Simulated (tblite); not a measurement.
# Geometry relaxation, with input and output: C2H10O2Si3 (charge +1)

C2H10O2Si3, charge +1, multiplicity 2, SMILES CC(=[O+])[SiH2]O[SiH2][SiH3], computed with GFN2-xTB geometry optimisation, gas phase (tblite 0.8.0).

It belongs to a series of runs on one base structure; here: electron removed.

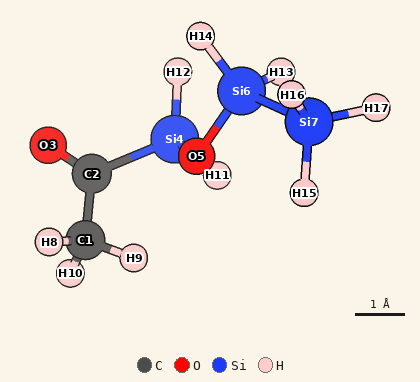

**Figure 1.** The input geometry (ball-and-stick view, seen at a tilt; atoms are numbered from 1 in the order of the input). Bond lengths as drawn: C–C 1.51 Å, C–H 1.11 to 1.13 Å, C–O 1.19 Å, C–Si 1.87 Å, H–Si 1.43 to 1.48 Å, O–Si 1.72 to 1.74 Å and Si–Si 2.24 Å.

### Input file
```
{"job": {"kind": "relax", "xc": "GFN2-xTB", "basis": "xTB"}, "charge": 1, "multiplicity": 2}
C     -2.899400     0.449900     0.712800
C     -2.465800     0.643700    -0.721500
O     -3.094100     1.255600    -1.522800
Si    -0.831400    -0.156600    -1.136600
O      0.167200     0.294300     0.219800
Si     1.727700     0.547000    -0.448600
Si     3.264400     0.200200     1.138500
H     -3.049900     1.406900     1.244900
H     -2.164500    -0.207200     1.262200
H     -3.859700    -0.105500     0.693200
H     -1.016600    -1.625600    -1.144100
H     -0.286900     0.262800    -2.394700
H      1.922800    -0.481800    -1.469500
H      1.855400     1.882300    -1.066400
H      2.570500    -0.319600     2.341100
H      3.934100     1.445500     1.558000
H      4.219000    -0.830600     0.723800
```

The first line tells a small driver script what to run in tblite; the rest is the geometry in Å.

Run on 1 CPU thread, shared host.

Launched with:
```bash
OMP_NUM_THREADS=1 python <driver script> task.json out
```

### Log
```
step      E/eV     max force
  0    -606.46390    3.109
  1    -606.81942    2.035
  2    -606.95676    0.955
  3    -607.00029    1.006
  4    -607.09303    0.674
  5    -607.15045    0.600
  6    -607.18081    0.563
  7    -607.20660    0.439
  8    -607.23592    0.450
  9    -607.26637    0.439
 10    -607.29552    0.440
 11    -607.32370    0.462
 12    -607.35013    0.554
 13    -607.37899    0.612
 14    -607.40874    0.547
 15    -607.42778    0.327
 16    -607.43761    0.254
 17    -607.44678    0.267
 18    -607.45848    0.402
 19    -607.47202    0.456
 20    -607.48245    0.338
 21    -607.48910    0.256
 22    -607.49332    0.205
 23    -607.49681    0.173
 24    -607.50057    0.174
 25    -607.50383    0.142
 26    -607.50659    0.156
 27    -607.50971    0.158
 28    -607.51451    0.203
 29    -607.52127    0.253
 30    -607.52834    0.212
 31    -607.53367    0.192
 32    -607.53788    0.181
 33    -607.54289    0.172
 34    -607.54862    0.171
 35    -607.55406    0.184
 36    -607.55920    0.147
 37    -607.56471    0.175
 38    -607.57096    0.191
 39    -607.57737    0.209
 40    -607.58265    0.281
 41    -607.58796    0.270
 42    -607.59480    0.216
 43    -607.60639    0.196
 44    -607.61360    0.176
 45    -607.61982    0.174
 46    -607.62490    0.181
 47    -607.63169    0.200
 48    -607.63920    0.251
 49    -607.64596    0.158
 50    -607.64937    0.115
 51    -607.65131    0.120
 52    -607.65340    0.129
 53    -607.65715    0.155
 54    -607.66137    0.156
 55    -607.66540    0.135
 56    -607.66813    0.092
 57    -607.66986    0.103
 58    -607.67136    0.103
 59    -607.67318    0.112
 60    -607.67577    0.142
 61    -607.67808    0.111
 62    -607.67954    0.100
 63    -607.68027    0.069
 64    -607.68064    0.072
 65    -607.68100    0.057
 66    -607.68163    0.065
 67    -607.68224    0.051
 68    -607.68276    0.043
 69    -607.68315    0.047
 70    -607.68349    0.053
 71    -607.68379    0.041
 72    -607.68401    0.026
 73    -607.68419    0.027
 74    -607.68438    0.044
 75    -607.68468    0.058
 76    -607.68514    0.060
 77    -607.68575    0.060
 78    -607.68640    0.061
 79    -607.68697    0.065
 80    -607.68742    0.055
 81    -607.68786    0.059
 82    -607.68843    0.063
 83    -607.68927    0.104
 84    -607.69034    0.093
 85    -607.69144    0.141
 86    -607.69242    0.070
 87    -607.69320    0.058
 88    -607.69369    0.059
 89    -607.69421    0.058
 90    -607.69467    0.050
 91    -607.69516    0.054
 92    -607.69596    0.073
 93    -607.69741    0.109
 94    -607.69953    0.113
 95    -607.70174    0.094
 96    -607.70350    0.084
 97    -607.70463    0.057
 98    -607.70532    0.181
 99    -607.70666    0.128
100    -607.70799    0.055
101    -607.70965    0.149
102    -607.71054    0.080
103    -607.71205    0.096
104    -607.71397    0.099
105    -607.71474    0.079
106    -607.71508    0.228
107    -607.71601    0.073
108    -607.71687    0.061
109    -607.71818    0.078
110    -607.71965    0.126
111    -607.72070    0.086
112    -607.72158    0.093
113    -607.72254    0.075
114    -607.72380    0.083
115    -607.72520    0.115
116    -607.72687    0.119
117    -607.72950    0.107
118    -607.73168    0.141
119    -607.73311    0.125
120    -607.73519    0.096
121    -607.73837    0.139
122    -607.74040    0.147
123    -607.74326    0.200
124    -607.74811    0.149
125    -607.75138    0.128
126    -607.75004    0.255
127    -607.75533    0.153
128    -607.75672    0.144
129    -607.75922    0.080
130    -607.76465    0.143
131    -607.76809    0.182
132    -607.76902    0.267
133    -607.77545    0.210
134    -607.77944    0.162
135    -607.78662    0.142
136    -607.79019    0.147
137    -607.79405    0.162
138    -607.79698    0.149
139    -607.79987    0.139
140    -607.80279    0.128
141    -607.80523    0.083
142    -607.80671    0.110
143    -607.80820    0.102
144    -607.80984    0.069
145    -607.81156    0.098
146    -607.81296    0.089
147    -607.81466    0.076
148    -607.81635    0.076
149    -607.81782    0.065
150    -607.81892    0.079
151    -607.82020    0.114
152    -607.82161    0.092
153    -607.82263    0.070
154    -607.82346    0.055
155    -607.82384    0.066
156    -607.82415    0.053
157    -607.82485    0.046
158    -607.82542    0.056
159    -607.82641    0.067
160    -607.82737    0.085
161    -607.82833    0.076
162    -607.82912    0.065
163    -607.82962    0.061
164    -607.83001    0.043
165    -607.83037    0.043
166    -607.83103    0.063
167    -607.83168    0.065
168    -607.83246    0.077
169    -607.83322    0.070
170    -607.83419    0.086
171    -607.83532    0.120
172    -607.83652    0.137
173    -607.83745    0.116
174    -607.83802    0.067
175    -607.83848    0.066
176    -607.83914    0.072
177    -607.84104    0.141
178    -607.84351    0.231
179    -607.84745    0.184
180    -607.85181    0.313
181    -607.84768    0.942
182    -607.86016    0.120
183    -607.86334    0.117
184    -607.86834    0.914
185    -607.87399    0.165
186    -607.87733    0.160
187    -607.87777    0.893
188    -607.88544    0.154
189    -607.88781    0.139
190    -607.89047    0.533
191    -607.89407    0.134
192    -607.89677    0.135
193    -607.90532    0.171
194    -607.91720    0.591
195    -607.92542    1.200
196    -607.95400    0.615
197    -607.99797    0.736
198    -608.02623    1.302
199    -608.03192    0.875
200    -608.07680    1.069
201    -608.10948    0.773
202    -608.17391    0.785
203    -608.23417    0.780
204    -608.41823    1.786
205    -607.66425    8.982
206    -608.52133    1.772
207    -608.43718    2.191
208    -608.71565    1.601
209    -608.85617    1.617
210    -609.09535    1.384
211    -609.28210    1.380
212    -609.59522    2.041
213    -609.76594    1.760
214    -609.88273    1.704
215    -609.99400    0.982
216    -610.06555    0.767
217    -610.11157    0.659
218    -610.13864    0.604
219    -610.15392    0.411
220    -610.16858    0.270
221    -610.17671    0.203
222    -610.18360    0.223
223    -610.18858    0.166
224    -610.19235    0.161
225    -610.19648    0.182
226    -610.19955    0.135
227    -610.20233    0.127
228    -610.20477    0.125
229    -610.20689    0.153
230    -610.20930    0.153
231    -610.21177    0.111
232    -610.21397    0.128
233    -610.21565    0.124
234    -610.21688    0.111
235    -610.21788    0.095
236    -610.21882    0.069
237    -610.21963    0.067
238    -610.22015    0.058
239    -610.22043    0.035
240    -610.22062    0.035
241    -610.22083    0.030
242    -610.22111    0.035
243    -610.22141    0.042
244    -610.22170    0.036
245    -610.22196    0.030
246    -610.22218    0.031
247    -610.22236    0.028
248    -610.22249    0.026
249    -610.22259    0.022
250    -610.22267    0.018
251    -610.22273    0.019
252    -610.22279    0.033
253    -610.22287    0.045
254    -610.22300    0.052
255    -610.22322    0.050
256    -610.22352    0.055
257    -610.22394    0.056
258    -610.22446    0.046
259    -610.22505    0.050
260    -610.22567    0.048
261    -610.22628    0.049
262    -610.22696    0.065
263    -610.22783    0.076
264    -610.22826    0.108
265    -610.22383    0.377
266    -610.22993    0.066
267    -610.23055    0.063
268    -610.23117    0.203
269    -610.23202    0.046
270    -610.23234    0.045
271    -610.23311    0.099
272    -610.23349    0.055
273    -610.23380    0.050
274    -610.23412    0.069
275    -610.23455    0.080
276    -610.23504    0.073
277    -610.23565    0.052
278    -610.23625    0.059
279    -610.23620    0.145
280    -610.23706    0.048
281    -610.23744    0.032
282    -610.23817    0.056
283    -610.23840    0.041
284    -610.23883    0.033
285    -610.23910    0.033
286    -610.23911    0.072
287    -610.23939    0.045
288    -610.23947    0.026
289    -610.23952    0.014
290    -610.23957    0.013
291    -610.23960    0.012
292    -610.23963    0.010
293    -610.23964    0.012
294    -610.23965    0.011
295    -610.23966    0.009
```

### Trajectory as extended XYZ (Å, eV, eV/Å), 6 of the 296 frames kept, from step=0 to step=295
```
17
Properties=species:S:1:pos:R:3:forces:R:3 step=0 energy=-606.46390
C    -2.8994    0.4499    0.7128    0.3470  -1.0880   0.4640
C    -2.4658    0.6437   -0.7215   -1.5230   0.9530   1.3530
O    -3.0941    1.2556   -1.5228    0.0810  -0.0220  -0.3620
Si   -0.8314   -0.1566   -1.1366    1.4840  -1.0770   1.3230
O     0.1672    0.2943    0.2198    0.7230  -0.1780  -3.0190
Si    1.7277    0.5470   -0.4486   -1.8200   0.4010  -0.5130
Si    3.2644    0.2002    1.1385    1.1490  -0.3950   2.1880
H    -3.0499    1.4069    1.2449    0.0980  -0.4750  -0.4240
H    -2.1645   -0.2072    1.2622   -0.6890   0.8670  -0.4300
H    -3.8597   -0.1055    0.6932    0.3600   0.4620   0.0000
H    -1.0166   -1.6256   -1.1441    0.0480   0.4010   0.2060
H    -0.2869    0.2628   -2.3947   -0.0450   0.3750  -0.3740
H     1.9228   -0.4818   -1.4695    0.1050  -0.0460   0.0140
H     1.8554    1.8823   -1.0664   -0.2070  -0.2340   0.2190
H     2.5705   -0.3196    2.3411    0.0250   0.0600  -0.1870
H     3.9341    1.4455    1.5580   -0.1080  -0.1070  -0.2790
H     4.2190   -0.8306    0.7238   -0.0270   0.1040  -0.1790
17
Properties=species:S:1:pos:R:3:forces:R:3 step=59 energy=-607.67318
C    -2.6884    0.4867    0.8601   -0.0200  -0.0290   0.0360
C    -2.1993    0.7527   -0.5189   -0.0740   0.0580   0.0600
O    -2.5169    1.6658   -1.2134    0.0440   0.0400  -0.0770
Si   -0.8957   -0.5539   -1.2467   -0.0200  -0.0150  -0.0120
O     0.5131    0.1402   -0.8305    0.0020  -0.0060   0.0610
Si    1.9971    0.8162   -0.8612   -0.0110   0.0120  -0.0950
Si    2.8560    0.0677    1.2738    0.0890   0.0300  -0.0020
H    -3.0436    1.3994    1.3366    0.0300   0.0220  -0.0330
H    -1.9262   -0.0014    1.4596    0.0020   0.0160   0.0640
H    -3.5338   -0.1951    0.7668   -0.0260  -0.0500   0.0070
H    -1.0136   -1.7492   -0.4248    0.0270  -0.0180   0.0130
H    -1.0541   -0.5843   -2.6828    0.0080  -0.0250  -0.1010
H     2.6866    0.2995   -2.0416    0.0120   0.0210   0.0890
H     1.7800    2.2612   -0.8426   -0.0010  -0.0490   0.0350
H     1.7263   -0.3971    2.0808   -0.0170   0.0130   0.0020
H     3.4902    1.2637    1.8290   -0.0250  -0.0140   0.0060
H     3.8153   -1.0106    1.0458   -0.0200  -0.0070  -0.0530
17
Properties=species:S:1:pos:R:3:forces:R:3 step=118 energy=-607.73168
C    -2.9344    0.6294    0.5902    0.0310  -0.0400  -0.0130
C    -2.0834    0.7648   -0.6217    0.0240  -0.0920   0.0440
O    -1.9743    1.7189   -1.3277   -0.0500   0.0570   0.0070
Si   -0.9001   -0.7748   -1.0378    0.0230  -0.0180  -0.0260
O     0.5089   -0.0997   -0.5691   -0.0220   0.0110   0.0200
Si    1.7473    0.9509   -0.5562    0.0480   0.0940   0.0180
Si    3.2027   -0.0551    1.1019    0.0110  -0.0230  -0.0550
H    -3.6544    1.4446    0.6516    0.0500  -0.0060   0.0530
H    -2.2750    0.6355    1.4627   -0.1020   0.0640  -0.0740
H    -3.4415   -0.3328    0.5820   -0.0600   0.0380  -0.0080
H    -1.1576   -1.8271   -0.0668    0.0280   0.0060  -0.0230
H    -0.9211   -0.9937   -2.4737    0.0150  -0.0220   0.0660
H     2.2882    1.0256   -1.9083    0.0130   0.0090   0.0450
H     1.2394    2.2008    0.0138    0.0030  -0.0830  -0.0430
H     2.3901   -0.4921    2.2381   -0.0120   0.0080  -0.0090
H     4.0886    1.0558    1.4505    0.0020  -0.0530  -0.0180
H     3.8694   -1.1894    0.4606   -0.0020   0.0470   0.0160
17
Properties=species:S:1:pos:R:3:forces:R:3 step=177 energy=-607.84104
C    -3.4289    0.5794   -0.1812    0.0480  -0.0070  -0.0670
C    -2.0374    0.6701   -0.7006    0.0400  -0.0960   0.0950
O    -1.5920    1.5008   -1.4319   -0.0150   0.0000   0.0270
Si   -0.7948   -0.7377   -0.0498   -0.0150  -0.0040   0.0120
O     0.5463    0.1369    0.2122   -0.0050   0.0090  -0.0170
Si    1.7142    1.2654    0.2311   -0.0350  -0.0160   0.0210
Si    3.6429   -0.2043    0.3771   -0.0460   0.0320  -0.0110
H    -4.0277    1.4062   -0.5576   -0.0460   0.0080   0.0200
H    -3.4002    0.5892    0.9075   -0.0420   0.0490  -0.0250
H    -3.8713   -0.3700   -0.4820    0.0280   0.0360  -0.0200
H    -1.2799   -1.2177    1.2351    0.0340  -0.0060  -0.0160
H    -0.5252   -1.6712   -1.1309   -0.0120   0.0340   0.0040
H     1.7057    1.9678   -1.0443   -0.0230  -0.0070  -0.0250
H     1.4588    2.0634    1.4266    0.0550  -0.0320  -0.0200
H     3.6474   -0.7618    1.7279    0.0030  -0.0120   0.0010
H     4.7755    0.6727    0.1024    0.0230   0.0350   0.0100
H     3.4596   -1.2279   -0.6514    0.0100  -0.0230   0.0120
17
Properties=species:S:1:pos:R:3:forces:R:3 step=236 energy=-610.21882
C    -2.9671    0.6189   -0.2512    0.0080  -0.0420   0.0210
C    -1.4924    0.5315   -0.1860    0.0060  -0.0080   0.0050
O    -0.8202    1.6854   -0.4370   -0.0270  -0.0220   0.0180
Si   -0.3807   -0.8795    0.2435    0.0090   0.0440   0.0530
O     1.1104    0.1183    0.0775   -0.0200   0.0620   0.0060
Si    0.7885    1.7745   -0.3489    0.0320   0.0060   0.0130
Si    2.6998   -0.5148    0.3647   -0.0030  -0.0230  -0.0360
H    -3.2608    1.5078   -0.8066   -0.0060  -0.0300   0.0030
H    -3.3963    0.6933    0.7528    0.0070   0.0130  -0.0440
H    -3.3898   -0.2718   -0.7133    0.0150   0.0260   0.0140
H    -0.2863   -1.2746    1.6453   -0.0040  -0.0070  -0.0320
H    -0.1249   -1.9242   -0.7373   -0.0140   0.0090  -0.0250
H     1.3596    1.9381   -1.6666    0.0170  -0.0170  -0.0090
H     1.2128    2.5177    0.8180   -0.0120   0.0090  -0.0060
H     2.5999   -0.9975    1.7329    0.0000  -0.0020  -0.0120
H     3.5261    0.6664    0.1754   -0.0060  -0.0220   0.0070
H     2.8144   -1.5280   -0.6731   -0.0020   0.0040   0.0240
17
Properties=species:S:1:pos:R:3:forces:R:3 step=295 energy=-610.23966
C    -2.9619    0.6062   -0.2242    0.0080  -0.0040   0.0020
C    -1.4906    0.5427   -0.1357   -0.0020   0.0030   0.0020
O    -0.8347    1.7272   -0.2566    0.0000   0.0040  -0.0020
Si   -0.3632   -0.8947    0.1138    0.0010   0.0010  -0.0010
O     1.1115    0.1337    0.0771   -0.0020   0.0020   0.0010
Si    0.7757    1.8207   -0.1802   -0.0030  -0.0020  -0.0010
Si    2.6949   -0.5354    0.3084    0.0000   0.0030  -0.0040
H    -3.2732    0.9963   -1.1960    0.0010   0.0060  -0.0060
H    -3.3612    1.2989    0.5195   -0.0010   0.0050   0.0040
H    -3.3951   -0.3769   -0.0760   -0.0030  -0.0080  -0.0010
H    -0.2646   -1.4821    1.4429    0.0000  -0.0010   0.0040
H    -0.1091   -1.7852   -1.0109    0.0000  -0.0040  -0.0020
H     1.3428    2.0980   -1.4819    0.0000   0.0010   0.0030
H     1.1976    2.4609    1.0462   -0.0010  -0.0020  -0.0020
H     2.6304   -1.0252    1.6757   -0.0010  -0.0010   0.0040
H     3.5403    0.6270    0.0983    0.0000   0.0000  -0.0010
H     2.7534   -1.5505   -0.7303    0.0010  -0.0020  -0.0020
```

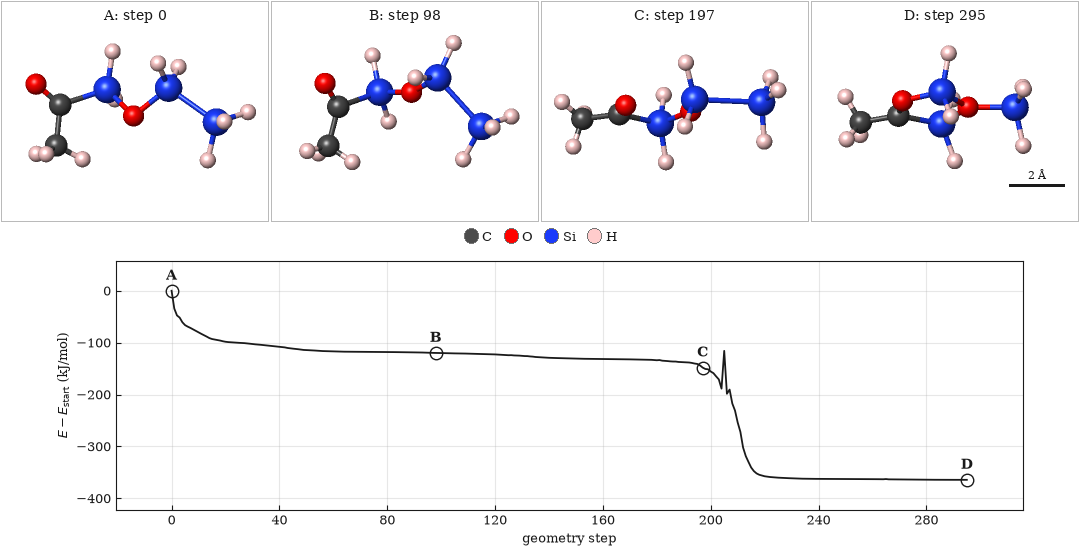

**Figure 2.** Frames of the relaxation (ball-and-stick view, seen at a tilt) above the curves, on which the letters mark them (steps are counted from 0).

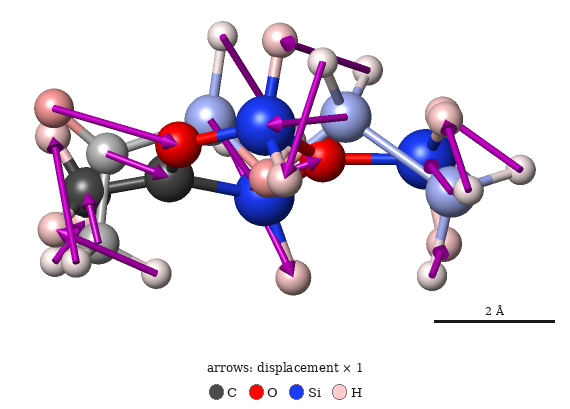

**Figure 3.** Start (faint) and end (solid) with the displacements as pink arrows, at true length (ball-and-stick view, seen at a tilt). The two geometries are laid on each other by the best rigid fit. The largest move after the best rigid fit is that of H11, 2.77 Å. By element the largest moves are H 2.77 Å, O 2.55 Å, Si 1.68 Å, C 1.14 Å. Distances before and after: O3–Si6 4.991 → 1.615 Å, O5–Si7 3.232 → 1.734 Å, Si6–Si7 2.236 → 3.078 Å, C2–O3 1.188 → 1.359 Å. New bonds form: O3–Si6 (4.99 → 1.61 Å), O5–Si7 (3.23 → 1.73 Å). Bonds break: Si6–Si7 (2.24 → 3.08 Å). Among the angles that change: C1–C2–Si4 114.0° → 130.7°, H13–Si6–H14 109.4° → 124.3°, O5–Si4–H12 112.9° → 101.0°. After 295 geometry steps the energy has fallen by 364.3 kJ/mol. Largest force component: 3 eV/Å at the start, 0.008 eV/Å at the end. (Atoms are counted from 1 in the order of the input.)

### Summary

| quantity | value |
| --- | --- |
| outcome | converged |
| total energy | −610.2397 eV |
| wall time | 2.4 s |
| peak memory | 0.18 GiB |
